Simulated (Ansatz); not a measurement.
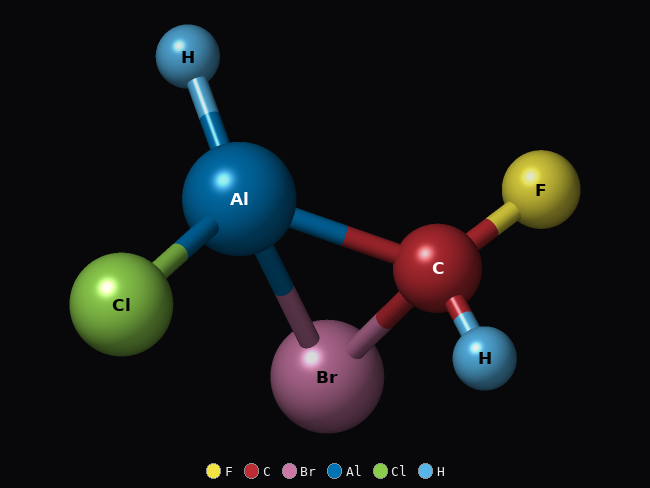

Every bond is drawn as one stick, whatever its order.

The geometry was computed by an optimisation with PBE0-D4/def2-TZVP.

What does the picture show?

Formula CH2AlBrClF. This geometry has C1 symmetry.

The parts below concern this one geometry. Atoms keep their numbers from picture to picture.

### Shape

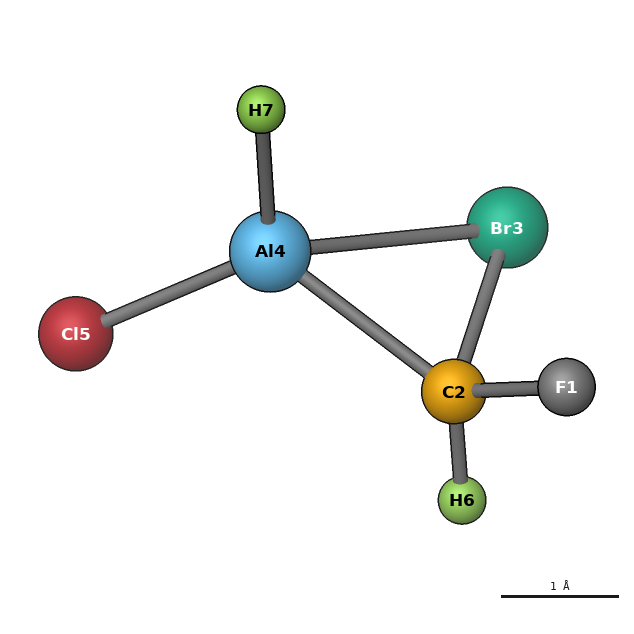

Numbered structure.

Which atoms are bonded, and how long are the bonds?

| bond | length (Å) |
| --- | --- |
| F1–C2 | 1.337 |
| C2–Br3 | 2.104 |
| C2–Al4 | 1.975 |
| C2–H6 | 1.091 |
| Br3–Al4 | 2.549 |
| Al4–Cl5 | 2.098 |
| Al4–H7 | 1.567 |

### Dipole moment

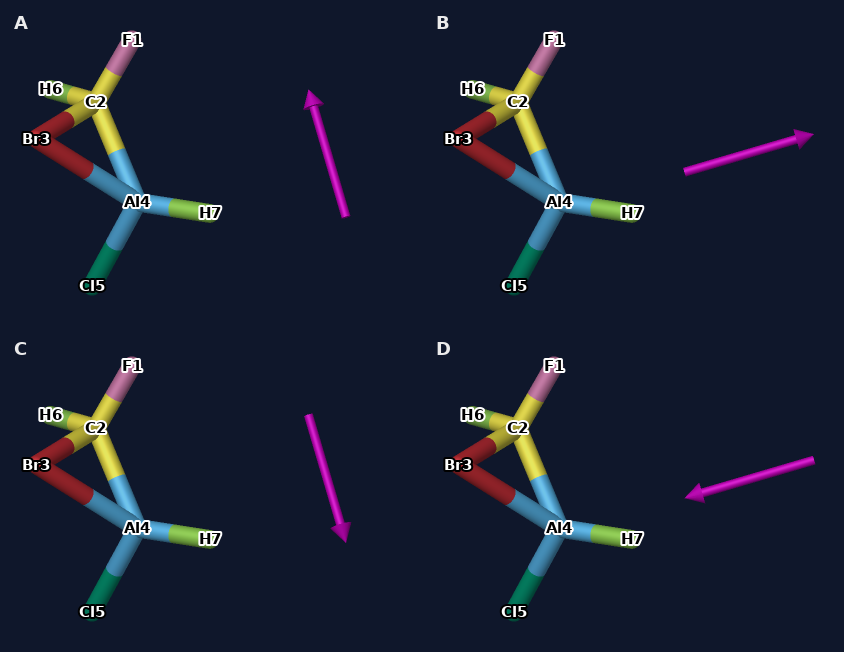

The same molecule four times, each with an arrow. Properties computed with RKS B3LYP-D4/def2-TZVPP (Ansatz 0.2.0).

Which arrow points along the dipole moment, from the negative to the positive end?

Answer. A. The dipole moment is 1.25 D; it points from the side of Cl5 to the side of F1 (the outermost atoms at the two ends).

### Vibrations

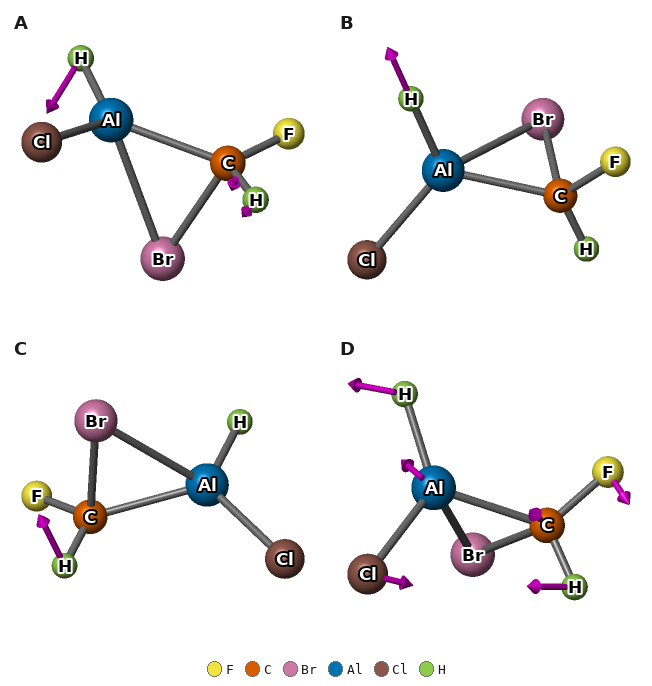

4 normal modes of one molecule or complex, as arrows. Harmonic vibrations computed with RKS PBE0-D4/def2-TZVP (Ansatz 0.2.0) at a stationary point of the same level.

Match the panels to the wavenumbers 109 cm⁻¹, 453 cm⁻¹, 1018 cm⁻¹, 2000 cm⁻¹.

Answer. A: 453 cm⁻¹
B: 2000 cm⁻¹, Al–H stretching
C: 1018 cm⁻¹, Br–C–H bending
D: 109 cm⁻¹, angle bending

### Charges

The questions are on Mulliken charges. Properties computed with RKS PBE0-D4/def2-TZVP (Ansatz 0.2.0).

Which atom carries the highest charge (most positive or least negative)?

Answer. Al4 (0.44 e).

And the lowest?

Answer. Cl5 (−0.26 e).

Give the Mulliken charges atom by atom.

| atom | value (e) |
| --- | --- |
| F1 | −0.15 |
| C2 | 0.02 |
| Br3 | −0.11 |
| Al4 | 0.44 |
| Cl5 | −0.26 |
| H6 | 0.15 |
| H7 | −0.08 |

### Thermal motion

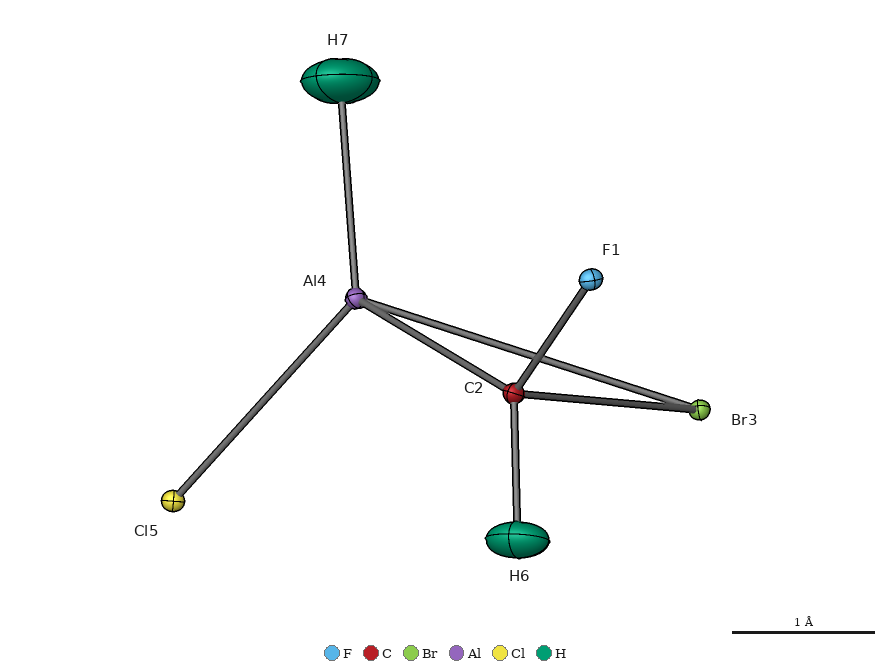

Displacement ellipsoids at the 50 % level, from the internal vibrations of the free molecule (harmonic, no overall translation or rotation; no half-axis is drawn under 0.075 Å). Vibrations computed with RKS PBE0-D4/def2-TZVP (Ansatz 0.2.0). Temperature: 0 K (zero-point motion alone).

Give the displacement parameters, one line for each set of equivalent atoms.

```csv
atom,U_eq (Å²),rms amplitudes (Å)
F1,0.0024,"0.042, 0.048, 0.057"
C2,0.0027,"0.046, 0.050, 0.060"
Br3,0.00045,"0.009, 0.017, 0.031"
Al4,0.0022,"0.036, 0.047, 0.054"
Cl5,0.0015,"0.020, 0.036, 0.053"
H6,0.0151,"0.083, 0.127, 0.149"
H7,0.0268,"0.101, 0.171, 0.203"
```

Mulliken values depend strongly on the basis set and can even reverse the polarity of a bond.
